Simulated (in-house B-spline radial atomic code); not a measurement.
## Many-body perturbation calculation, with input and output: Ar⁴⁺

- system: Ar⁴⁺, core [Ne] 3s2.
- method: configuration interaction of two valence electrons with many-body perturbation theory for the core (screened one- and two-electron correlation potentials), Breit and QED, no-pair Dirac, B-spline basis (in-house B-spline radial atomic code)

### Input file
```
basis_form = 3
Z = 18
core_configuration = [Ne] 3s2
rms_radius = 3.4274
mass_number = 40
speed_of_light = 137.035999084
box_radius = 15.0
lmax = 6
intervals = 64
virtual_cutoff = 648.0
```

Launched within a batch (the task file carries these settings):
```bash
python <driver script> task.json out
```

The program writes its results to a structured record and prints no log; tables and figures of this report are taken from that record.

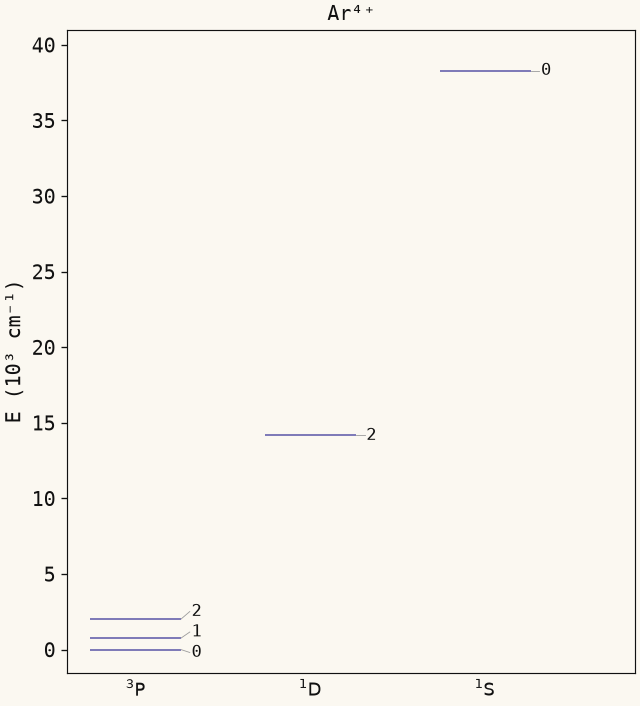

**Figure 1.** Levels of Ar⁴⁺ (argon, Z = 18), two electrons outside the core [Ne] 3s². CI+MBPT: configuration interaction in the frozen-core Dirac–Hartree–Fock potential with screened core-valence correlation, Breit and QED terms; computed with a B-spline radial code. The lowest level is 3p² ³P₀. The first excited level, 3p² ³P₁, lies at 763 cm⁻¹. The ground term spreads over 2,020 cm⁻¹ in the order J = 0, 1, 2, a normal multiplet. All levels drawn have even parity, so no electric dipole line joins them. The ionisation energy is 74.68 eV, against 73.60 eV from CI without core-valence correlation and a semi-empirical value of 74.84 eV.

```csv
Level,E (cm⁻¹)
3p² ³P₀,0
3p² ³P₁,763
3p² ³P₂,"2,022"
3p² ¹D₂,"14,160"
3p² ¹S₀,"38,300"
```

### Summary

| quantity | value |
| --- | --- |
| outcome | converged |
| hardware | 1 CPU thread, shared host |
| wall time | 2.3 min |

### Notes

To bear in mind: the outer s2 shell is a soft core here, levels are rough.
